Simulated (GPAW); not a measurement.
# TiO2 (Rutile, P4_2/mnm): the Ti K absorption edge, part 2 of 4

How does the Ti K edge of TiO2 (Rutile, P4_2/mnm) move when the bonds are compressed or stretched?

GPAW 26.7.0; X-ray absorption from dipole matrix elements to empty bands, plane-wave PAW LDA.

So far. Step 2 (Ground state of the crystal): The mesh shows a gap of 1.80 eV, so the hole is first treated in a charged cell, without the excited electron.

## (4) Spectrum with FCH, Ti atom 1

The holes are 5.5 Å apart. In GPAW the data set carries the hole's charge, so charge=0 means a charged cell and charge=-1 a neutral one. The excited electron is left out and a uniform background balances the charge. After the field has converged, empty bands are computed with the density fixed and the dipole matrix elements are summed.

The absorber has 4 O at 1.95 Å and 2 O at 1.98 Å (octahedral, site symmetry mmm).

Input file xas.py:

```python
import numpy as np
from ase import Atoms
from ase.parallel import parprint, paropen
from gpaw import GPAW, PW, FermiDirac, Mixer, MixerDif, setup_paths
from gpaw.test import gen
setup_paths.insert(0, '.')
gen('Ti', name='fch1s', xcname='LDA', corehole=(1, 0, 1), write_xml=True)
from gpaw.mpi import world
world.barrier()

atoms = Atoms('Ti4O8',
    cell=[[4.5922, 0, 2.9574],
     [0, 4.5922, 2.9574],
     [-4.5922, 0, 2.9574]],
    scaled_positions=[[0.25, 0.5, 0.75],
     [0.75, 0.5, 0.25],
     [0, 0, 0],
     [0.5, 0, 0.5],
     [0.55496, 0.19504, 0.75],
     [0.05496, 0.19504, 0.25],
     [0, 0.69504, 0.30496],
     [0.5, 0.69504, 0.80496],
     [0.94504, 0.80496, 0.75],
     [0.44504, 0.80496, 0.25],
     [0, 0.30496, 0.69504],
     [0.5, 0.30496, 0.19504]],
    pbc=True)
atoms.calc = calc = GPAW(legacy_gpaw=True, mode=PW(500, force_complex_dtype=True), xc='LDA', setups={0: 'fch1s'},
    kpts={'size': (4, 4, 4), 'gamma': True}, occupations=FermiDirac(0.02),
    charge=0, mixer=Mixer(0.1, 5, 50), maxiter=150,
    convergence={'density': 0.0001, 'eigenstates': 1e-6}, txt='scf.txt')
energy = atoms.get_potential_energy() + calc.get_reference_energy()
ef = calc.get_fermi_level()
out = dict(energy=energy, fermi=ef, forces=atoms.get_forces().tolist())
parprint(f'all-electron energy {energy:.4f} eV, Fermi level {ef:.4f} eV')
ev = np.array([[calc.get_eigenvalues(k, s) for k in range(len(calc.get_ibz_k_points()))] for s in range(calc.get_number_of_spins())])
out['homo'], out['lumo'], out['counts'] = ev[ev < ef].max(), ev[ev > ef].min(), sorted(set((ev < ef).sum((0, 2)).tolist()))
out['filled'] = (ev[:, 0] < ef).sum(1).tolist()

from ase.units import Ha
from gpaw.xas import dipole_matrix_elements
nb = int(calc.get_number_of_electrons() / 2) + 97
top, nb = nb, nb + 8 + nb // 12
nscf = calc.fixed_density(kpts={'size': (6, 6, 6), 'gamma': True}, nbands=nb,
    convergence={'bands': top, 'eigenstates': 5e-3}, maxiter=60, txt='nscf.txt')
cell = atoms.cell.array
ops = [cell.T @ U.T @ np.linalg.inv(cell.T) for U in nscf.wfs.kd.symmetry.op_scc]
filled = [48]  # bands filled in the ground state, by spin
E = np.arange(-6, 34, 0.1)
fwhm = np.interp(E, [4, 25], [0.94, 3.5])
Y, X, zero, highest = 0, 0, 1e9, 1e9
for spin in range(nscf.get_number_of_spins()):
    wfs = nscf.wfs
    mine = wfs.bd.get_slice()  # this rank's bands
    A = dipole_matrix_elements(wfs.setups[0])
    eps = np.zeros((wfs.kd.nibzkpts, nb))
    d = np.zeros((3, A.shape[1], wfs.kd.nibzkpts, nb), complex)
    for kpt in wfs.kpt_u:
        if kpt.s == spin and 0 in kpt.P_ani:
            eps[kpt.k, mine] = kpt.eps_n * Ha
            d[:, :, kpt.k, mine] = (kpt.weight * wfs.nspins / 2) ** 0.5 * np.inner(A, kpt.P_ani[0])
    world.sum(eps)
    world.sum(d)
    T = np.einsum('amkn,bmkn->abkn', d, d.conj()).real
    T = sum(np.einsum('ai,ijkn,bj->abkn', R, T, R) for R in ops) / len(ops)
    empty = np.ones_like(eps, bool) & (np.arange(nb) >= filled[spin])
    zero, highest = min(zero, eps[empty].min()), min(highest, eps[:, top - 1].min())
    lines = [(eps, T, empty)] if spin == 0 else lines + [(eps, T, empty)]
for eps, T, empty in lines:
    f = np.einsum('aakn->akn', T).reshape(3, -1)
    x = eps.ravel() - zero
    w = np.interp(x, E, fwhm) / 2.35482
    g = np.exp(-0.5 * ((E[:, None] - x) / w) ** 2) / (w * (2 * np.pi) ** 0.5)
    Y = Y + (f * empty.ravel()) @ g.T
    X = X + (f * ~empty.ravel()) @ g.T
out.update(E=E.round(2).tolist(), xas=Y.tolist(), xes=X.tolist(), zero=zero, valid=highest - zero, nk=len(eps), nb=nb)
for i in range(0, len(E), 10):
    parprint(f'{E[i]:7.2f}', *(f'{v:10.3e}' for v in Y[:, i]))
import json
with paropen('out.json', 'w') as f:
    json.dump(out, f)
```

Command:

```
> OMP_NUM_THREADS=1 mpirun -n 4 gpaw python xas.py
```

Numbers of over 12 decimals in the logs are rounded to 6 here.

Output:

```text
Input parameters:
  convergence: {density: 0.0001,
                eigenstates: 1e-06}
  kpts: {gamma: True,
         size: (4, 4, 4)}
  maxiter: 150
  mixer: {backend: pulay,
          beta: 0.1,
          method: separate,
          nmaxold: 5,
          weight: 50}
  mode: {ecut: 500.0,
         force_complex_dtype: True,
         name: pw}
  occupations: {fixmagmom: False,
                name: fermi-dirac,
                width: 0.02}
  setups: {0: fch1s}

Initialize ...

[... PAW data sets ...]

Reference energy: -103936.721442  # eV

Spin-paired calculation

[... convergence settings ...]
Symmetries present (total): 4
  [... symmetry matrices ...]

64 k-points: 4 x 4 x 4 Monkhorst-Pack grid + [1/8,1/8,1/8]
18 k-points in the irreducible part of the Brillouin zone
       k-points in crystal coordinates                weights
   0:     0.00000000    0.00000000    0.00000000          1/64
   1:     0.25000000   -0.25000000   -0.25000000          2/64
   2:     0.25000000   -0.25000000    0.25000000          2/64
   3:     0.25000000    0.00000000   -0.25000000          4/64
   4:     0.25000000    0.00000000    0.00000000          4/64
   5:     0.25000000    0.25000000   -0.25000000          2/64
   6:     0.25000000    0.25000000    0.00000000          4/64
   7:     0.25000000    0.25000000    0.25000000          2/64
   8:     0.50000000    0.00000000    0.00000000          2/64
   9:     0.50000000    0.00000000    0.25000000          8/64
          ...
  17:     0.50000000    0.50000000    0.50000000          1/64

Wave functions: Plane wave expansion
  Cutoff energy: 500.000 eV
  Number of coefficients (min, max): 3135, 3206
  Pulay-stress correction: 0.000000 eV/Ang^3 (de/decut=0.000000)
  Using FFTW library
  Wavefunction extrapolation:
    Improved wavefunction reuse through dual PAW basis

Occupation numbers: Fermi-Dirac:
  width: 0.0200  # eV

Eigensolver
   Davidson(niter=2)

Densities:
  Coarse grid: 30*30*30 grid
  Fine grid: 60*60*60 grid
  Total Charge: 1.000000

Density mixing:
  Method: separate
  Backend: pulay
  Linear mixing parameter: 0.1
  old densities: 5
  Width of damping distribution: 1.1
  Damping of long wavelength oscillations: 50

[... Hamiltonian set-up ...]
Number of atoms: 12
Number of atomic orbitals: 84
Number of bands in calculation: 62
Number of valence electrons: 96
Bands to converge: occupied

... initialized

Initializing position-dependent things.

Density initialized from atomic densities
Creating initial wave functions:
  62 bands from LCAO basis set

                   O

              O
                   O
           Ti         Ti
             O
              O
        O          O
               Ti
             O

               Ti

Atomic positions and initial magnetic moments

Positions:
   0 Ti    -2.296100    2.296100    4.436100    ( 0.0000,  0.0000,  0.0000)
   1 Ti     2.296100    2.296100    4.436100    ( 0.0000,  0.0000,  0.0000)
   2 Ti     0.000000    0.000000    0.000000    ( 0.0000,  0.0000,  0.0000)
   3 Ti     0.000000    0.000000    2.957400    ( 0.0000,  0.0000,  0.0000)
   4 O     -0.895663    0.895663    4.436100    ( 0.0000,  0.0000,  0.0000)
   5 O     -0.895663    0.895663    1.478700    ( 0.0000,  0.0000,  0.0000)
   6 O     -1.400437    3.191763    2.957400    ( 0.0000,  0.0000,  0.0000)
   7 O     -1.400437    3.191763    5.914800    ( 0.0000,  0.0000,  0.0000)
   8 O      0.895663    3.696537    7.393500    ( 0.0000,  0.0000,  0.0000)
   9 O      0.895663    3.696537    4.436100    ( 0.0000,  0.0000,  0.0000)
  10 O     -3.191763    1.400437    2.957400    ( 0.0000,  0.0000,  0.0000)
  11 O      1.400437    1.400437    2.957400    ( 0.0000,  0.0000,  0.0000)

Unit cell:
           periodic     x           y           z      points  spacing
  1. axis:    yes    4.592200    0.000000    2.957400    30     0.1458
  2. axis:    yes    0.000000    4.592200    2.957400    30     0.1531
  3. axis:    yes   -4.592200    0.000000    2.957400    30     0.1458

  Lengths:   5.462098   5.462098   5.462098
  Angles:   72.952909 114.436520  72.952909

Effective grid spacing dv^(1/3) = 0.1665

iter:   1  -142.834266
iter:   2  -134.513584   -0.84  -1.00
iter:   3  -128.541750   +0.28  -1.08
iter:   4  -128.532587   -0.65  -1.46
iter:   5  -128.590906   -1.48  -1.48
iter:   6  -128.655435   -0.87  -1.51
iter:   7  -128.304445   -2.16  -1.90
iter:   8  -128.303653   -2.39  -2.32
iter:   9  -128.299106c  -3.56  -2.61
iter:  10  -128.298820c  -4.19  -2.76
iter:  11  -128.298017c  -4.06  -2.86
iter:  12  -128.297830c  -4.87  -3.38
iter:  13  -128.297824c  -4.91  -3.59
iter:  14  -128.297806c  -5.83  -3.73
iter:  15  -128.297796c  -5.85  -3.95
iter:  16  -128.297795c  -6.77c -4.19c

Converged after 16 iterations.

Dipole moment: (0.128204, 0.000000, 0.033618) |e|*Ang

Energy contributions relative to reference atoms: (reference = -103936.721442)

Kinetic:        +47.364313
Potential:      -87.495632
External:        +0.000000
XC:             -88.680581
Entropy (-ST):   -0.000000
Local:           +0.514105
SIC:             +0.000000
--------------------------
Free energy:   -128.297795
Extrapolated:  -128.297795

Showing only first 2 kpts
 Kpt  Band  Eigenvalues  Occupancy
  0    46      4.64885    2.00000
  0    47      5.03514    1.99999
  0    48      5.57153    0.00000
  0    49      5.89202    0.00000

  1    46      4.01603    2.00000
  1    47      4.63495    2.00000
  1    48      5.56882    0.00000
[...]
Fermi level: 5.27993

Gap: 0.497 eV
Transition (v -> c):
  (s=0, k=0, n=47, [0.00, 0.00, 0.00]) -> (s=0, k=17, n=48, [0.50, 0.50, 0.50])
Direct/indirect transitions are different
Direct gap: 0.536 eV
Transition at: (s=0, k=0, n=47, [0.00, 0.00, 0.00])

Forces in eV/Ang:
  0 Ti    0.00000    0.00000   -0.00000
  1 Ti    0.00000    0.00000   -0.00000
  2 Ti    0.00000    0.00000    0.71915
  3 Ti    0.00000    0.00000   -0.71915
  4 O    -0.77596    0.77596    0.00000
  5 O    -0.02853    0.02853    0.00000
  6 O    -0.62858   -0.62858    1.26016
  7 O    -0.62858   -0.62858   -1.26016
  8 O     0.77596   -0.77596    0.00000
  9 O     0.02853   -0.02853    0.00000
 10 O     0.62858    0.62858    1.26016
 11 O     0.62858    0.62858   -1.26016
Scalar-relativistic atomic LDA calculation for Ti (Titanium, Z=22)
Core hole in 1s state (1s occupation: 1.0)
600 radial gridpoints.
|------------------------------------------------|
|------------------------------------------------|
[... the atom generator's iteration count ...]

Energy contributions:
-------------------------
Kinetic:     +672.671614
XC:           -34.028348
Potential:  -1307.172598
-------------------------
Total:       -668.529332

state      eigenvalue         ekin         rmax
-----------------------------------------------
1s^1.0 :  -187.828620   240.500426        0.045
2s^2.0 :   -22.002726    43.832967        0.262
2p^6.0 :   -18.989232    43.629197        0.209
3s^2.0 :    -2.983269     9.467322        0.829
3p^6.0 :    -2.108060     8.391345        0.840
3d^2.0 :    -0.666650     5.344221        0.850
4s^2.0 :    -0.460559     1.379460        2.509
4p^0.0 :    -0.300118     0.992184        2.957
-----------------------------------------------
(units: Bohr and Hartree)

Generating PAW setup
Kinetic energy of the core from tauc = 593.006445
Cutoffs:
rc(s)=2.400
rc(p)=2.000
rc(d)=2.000
rc(vbar)=1.800
rc(comp)=2.300
rc(nct)=2.400

Kinetic energy of the core states: 589.941539
Charge: 1.0
Core electrons: 9.0
Valence electrons: 12.0
Pseudo-core charge: 0.000000
Shape function alpha=1.890
Pseudo-electron charge 5.350237
state    eigenvalue         norm
--------------------------------
3s(2) :    -2.983269     0.223229
4s(2) :    -0.460559     1.020774
3p(6) :    -2.108060     0.336604
4p(0) :    -0.300118     0.967107
3d(2) :    -0.666650     0.421304
*d    :     0.333350
--------------------------------

Diagonalizing with gridspacing h=0.050

state   all-electron     PAW
-------------------------------
3s:      -2.983269    -2.983558
3p:      -2.108060    -2.108705
3d:      -0.666650    -0.667242
*f:                   -0.026873
-------------------------------
all-electron energy -104065.0192 eV, Fermi level 5.2799 eV
[...]
31.00  3.848e-07  3.848e-07  4.876e-07
  32.00  4.617e-07  4.617e-07  5.356e-07
  33.00  5.418e-07  5.418e-07  6.264e-07
```

Wall time 90 s (4 MPI ranks of Intel Xeon Platinum 8375C at 2.90GHz (Ice Lake), shared host); peak memory 0.5 GiB.

The Ti K spectrum, Ti atom 1, full core hole (charged cell) (energy from the lowest empty level; intensity scaled to a mean of 1 over the first 20 eV; polarised curves are means over the symmetry-equivalent atoms):

```csv
E (eV),isotropic,ε ⊥ c,ε ∥ c
-2.0,0.00,0.00,0.00
-0.5,0.00,0.00,0.00
1.0,0.03,0.03,0.02
2.5,0.33,0.26,0.48
4.0,0.07,0.06,0.07
5.5,0.34,0.26,0.50
7.0,0.04,0.03,0.05
8.5,0.07,0.08,0.04
10.0,0.45,0.58,0.20
11.5,1.09,1.39,0.48
13.0,1.12,1.27,0.83
14.5,1.42,1.54,1.17
16.0,2.21,2.36,1.91
17.5,3.05,3.28,2.58
19.0,2.74,2.67,2.89
20.5,2.72,2.37,3.41
22.0,2.93,2.70,3.37
23.5,2.63,2.64,2.61
25.0,2.14,2.26,1.91
26.5,1.55,1.59,1.48
28.0,1.18,1.10,1.34
29.5,1.17,1.04,1.44
31.0,1.37,1.26,1.59
```

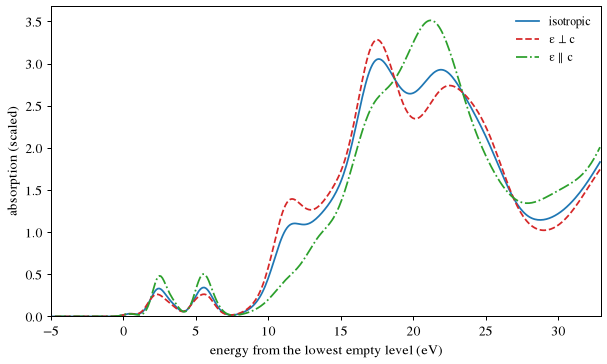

The Ti K edge, Ti atom 1, full core hole (charged cell): main maxima at 5.6, 17.6 and 21.9 eV.

Main maxima below 30 eV (height): 2.5 eV (0.33), 5.6 eV (0.34), 17.6 eV (3.05) and 21.9 eV (2.93). A K edge sees empty p states. The first eV above the zero hold little dipole weight, as the lowest empty bands are of d character; the main edge, of 4p character, rises through 0.6 near 10 eV above the zero.

The hole costs E(hole) − E(ground) = 4965.42 eV, and the lowest empty level of the hole cell on the spectrum's mesh lies at 5.53 eV, which puts the zero at 4970.95 eV. One term is added: -22.68 eV, since the hole is spin-paired here and a spin-polarised one costs that much less in the free atom (computed apart). The photon energy is then 4948.27 eV. The tabulated edge of the element is 4966 eV. The functional and the charged cell's background leave an error in such absolute values: in the free atom LDA prices this hole 13.2 eV below PBE (computed apart), and PBE is itself good to a few eV.

## (5) Reference energy of the supercell

The cell changes for the next run, so it gets a reference energy of its own.

The cell differs from the one that the last finished run ended in (a 5.462 → 5.351 Å, b 5.462 → 5.351 Å, c 5.462 → 5.351 Å).

Input file scf.py:

```python
import numpy as np
from ase import Atoms
from ase.parallel import parprint, paropen
from gpaw import GPAW, PW, FermiDirac, Mixer, MixerDif, setup_paths
from gpaw.test import gen
setup_paths.insert(0, '.')
gen('Ti', name='nch1s', xcname='LDA', corehole=(1, 0, 0), write_xml=True)
from gpaw.mpi import world
world.barrier()

atoms = Atoms('Ti4O8',
    cell=[[4.49845533, 0, 2.89702796],
     [0, 4.49845533, 2.89702796],
     [-4.49845533, 0, 2.89702796]],
    scaled_positions=[[0.25, 0.5, 0.75],
     [0.75, 0.5, 0.25],
     [0, 0, 0],
     [0.5, 0, 0.5],
     [0.55496, 0.19504, 0.75],
     [0.05496, 0.19504, 0.25],
     [0, 0.69504, 0.30496],
     [0.5, 0.69504, 0.80496],
     [0.94504, 0.80496, 0.75],
     [0.44504, 0.80496, 0.25],
     [0, 0.30496, 0.69504],
     [0.5, 0.30496, 0.19504]],
    pbc=True)
atoms.calc = calc = GPAW(legacy_gpaw=True, mode=PW(500, force_complex_dtype=True), xc='LDA', setups={0: 'nch1s'},
    kpts={'size': (4, 4, 4), 'gamma': True}, occupations=FermiDirac(0.02),
    charge=0, mixer=Mixer(0.1, 5, 50), maxiter=150,
    convergence={'density': 0.0001, 'eigenstates': 1e-6}, txt='scf.txt')
energy = atoms.get_potential_energy() + calc.get_reference_energy()
ef = calc.get_fermi_level()
out = dict(energy=energy, fermi=ef, forces=atoms.get_forces().tolist())
parprint(f'all-electron energy {energy:.4f} eV, Fermi level {ef:.4f} eV')
ev = np.array([[calc.get_eigenvalues(k, s) for k in range(len(calc.get_ibz_k_points()))] for s in range(calc.get_number_of_spins())])
out['homo'], out['lumo'], out['counts'] = ev[ev < ef].max(), ev[ev > ef].min(), sorted(set((ev < ef).sum((0, 2)).tolist()))
out['filled'] = (ev[:, 0] < ef).sum(1).tolist()
import json
with paropen('out.json', 'w') as f:
    json.dump(out, f)
```

Command:

```
> OMP_NUM_THREADS=1 mpirun -n 4 gpaw python scf.py
```

Output:

```text
Input parameters:
  convergence: {density: 0.0001,
                eigenstates: 1e-06}
  kpts: {gamma: True,
         size: (4, 4, 4)}
  maxiter: 150
  mixer: {backend: pulay,
          beta: 0.1,
          method: separate,
          nmaxold: 5,
          weight: 50}
  mode: {ecut: 500.0,
         force_complex_dtype: True,
         name: pw}
  occupations: {fixmagmom: False,
                name: fermi-dirac,
[...]
4s(2) :    -0.168799     0.990650
3p(6) :    -1.425558     0.436626
4p(0) :    -0.056429     0.981035
3d(2) :    -0.164024     0.588737
*d    :     0.835976
--------------------------------

Diagonalizing with gridspacing h=0.050

state   all-electron     PAW
-------------------------------
3s:      -2.287902    -2.288205
3p:      -1.425558    -1.426242
3d:      -0.164024    -0.164519
*f:                    0.065395
-------------------------------
all-electron energy -109030.3519 eV, Fermi level 6.7241 eV
[key lines of the parts left out:]
Converged after 20 iterations.
Dipole moment: (-0.000000, -0.000000, -0.000000) |e|*Ang
Free energy:   -111.291112
Fermi level: 6.72407
```

Run time: 29 s. Hardware: 4 MPI ranks; peak memory 0.28 GiB; 1.9 min of CPU time.

Reference energy: -109030.352 eV with the cores included.

## (6) Spectrum with FCH, Ti atom 1

Shorter bonds are expected to push antibonding states and scattering resonances up, and longer ones down; the cell is scaled to test that.

Changed against the first core-hole run: volume scale from 1 to 0.94.

Edit xas.py of step 4 so:

```diff
@@ -11,5 +11,5 @@
 atoms = Atoms('Ti4O8',
-    cell=[[4.5922, 0, 2.9574],
-     [0, 4.5922, 2.9574],
-     [-4.5922, 0, 2.9574]],
+    cell=[[4.49845533, 0, 2.89702796],
+     [0, 4.49845533, 2.89702796],
+     [-4.49845533, 0, 2.89702796]],
     scaled_positions=[[0.25, 0.5, 0.75],
@@ -41,3 +41,3 @@
 from gpaw.xas import dipole_matrix_elements
-nb = int(calc.get_number_of_electrons() / 2) + 97
+nb = int(calc.get_number_of_electrons() / 2) + 93
 top, nb = nb, nb + 8 + nb // 12
```

Command:

```
> OMP_NUM_THREADS=1 mpirun -n 4 gpaw python xas.py
```

Output:

```text
Input parameters:
  convergence: {density: 0.0001,
                eigenstates: 1e-06}
  kpts: {gamma: True,
         size: (4, 4, 4)}
  maxiter: 150
  mixer: {backend: pulay,
          beta: 0.1,
          method: separate,
          nmaxold: 5,
          weight: 50}
  mode: {ecut: 500.0,
         force_complex_dtype: True,
         name: pw}
  occupations: {fixmagmom: False,
                name: fermi-dirac,
[...]
*d    :     0.333350
--------------------------------

Diagonalizing with gridspacing h=0.050

state   all-electron     PAW
-------------------------------
3s:      -2.983269    -2.983558
3p:      -2.108060    -2.108705
3d:      -0.666650    -0.667242
*f:                   -0.026873
-------------------------------
all-electron energy -104065.9416 eV, Fermi level 6.0551 eV
[...]
32.00  3.578e-07  3.578e-07  4.682e-07
  33.00  4.271e-07  4.271e-07  5.068e-07
[key lines of the parts left out:]
Converged after 16 iterations.
Dipole moment: (0.102251, -0.000000, 0.034106) |e|*Ang
Free energy:   -129.220111
Fermi level: 6.05511
```

Wall time 86 s (4 MPI ranks); peak memory 0.46 GiB.

```csv
E (eV),first run,this run
-2.0,0.00,0.00
-1.0,0.00,0.00
0.0,0.02,0.02
1.0,0.03,0.03
2.0,0.25,0.25
3.0,0.24,0.34
4.0,0.07,0.12
5.0,0.24,0.13
6.0,0.27,0.39
7.0,0.04,0.14
8.0,0.03,0.03
9.0,0.13,0.09
10.0,0.45,0.33
11.0,0.96,0.85
12.0,1.10,1.12
13.0,1.12,1.13
14.0,1.29,1.31
15.0,1.59,1.53
16.0,2.21,1.89
17.0,2.91,2.64
18.0,3.02,3.19
19.0,2.74,3.10
20.0,2.65,2.85
21.0,2.82,2.88
22.0,2.93,3.14
23.0,2.77,3.22
24.0,2.48,3.02
25.0,2.14,2.71
26.0,1.75,2.37
27.0,1.38,1.94
28.0,1.18,1.53
29.0,1.15,1.30
30.0,1.22,1.25
31.0,1.37,1.30
32.0,1.59,1.44
```

Against the first run the r.m.s. difference is 16 %. Another feature, at 22.8 eV (3.23), becomes the highest below 24 eV; the one at 17.6 eV (3.05) is now at 18.3 eV (3.22).

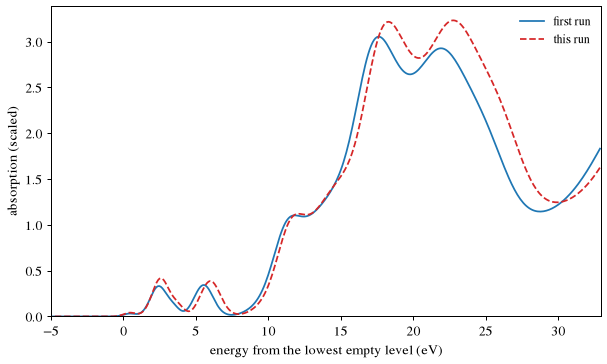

The effect of the change (volume scale from 1 to 0.94).

The photon energy of the zero moves by -0.18 eV.

[end of part 2 of 4]

[Banner, clock and machine lines of the logs are left out without a mark of their own.]

[Logs are printed without paths, hosts, clocks, repeated set-up lines and the standing remarks that a program may print on its own settings, such as how far it seeks lower states.]

[Hosts, paths, dates, database ids (printed as entryN), source tags and the programs' standing remarks are cut or masked in the printed files.]

[Lists of maxima count a maximum above −3 eV only where it reaches 4 % of the highest in the window and stands out from its surroundings by 2 % of it (1.5 % where it reaches 55 %); shoulders and weaker maxima are passed over, and of the rest the first, up to two pre-edge ones and the few strongest are named.]
